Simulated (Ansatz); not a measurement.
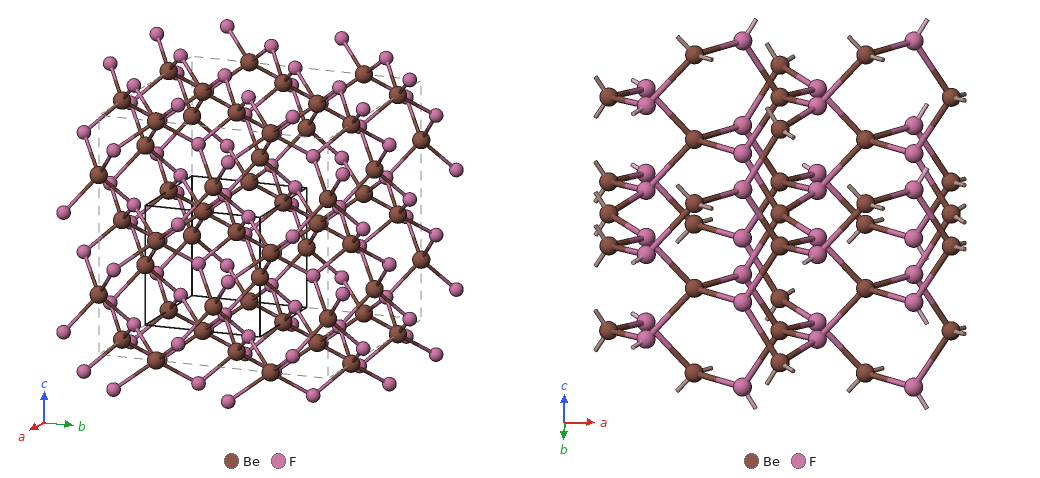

Left: the structure. Right: its underlying net. Nodes are coloured by element. Short stubs are edges that leave the cut-out.

Be3F4 (space group P-43m, No. 215): the input geometry of an electronic-structure calculation (not necessarily at equilibrium); the starting structure was generated, so it need not be a known form of this composition.

Bonds are taken as Be–F below 2 Å. The graph is simplified in the usual way: terminal and isolated atoms are pruned, two-connected atoms become edges.

The result is a binodal (3,4)-connected, three-periodic net: F is a 3-connected node; Be is a 4-connected node, in the ratio 4:3. It is a single net, without interpenetration.

```csv
node,links,point symbol,coordination sequence
F,3,6^3,3 9 15 33 45 84 90 152 150 240
Be,4,6^2.8^4,4 8 20 30 60 68 120 126 200 180
```
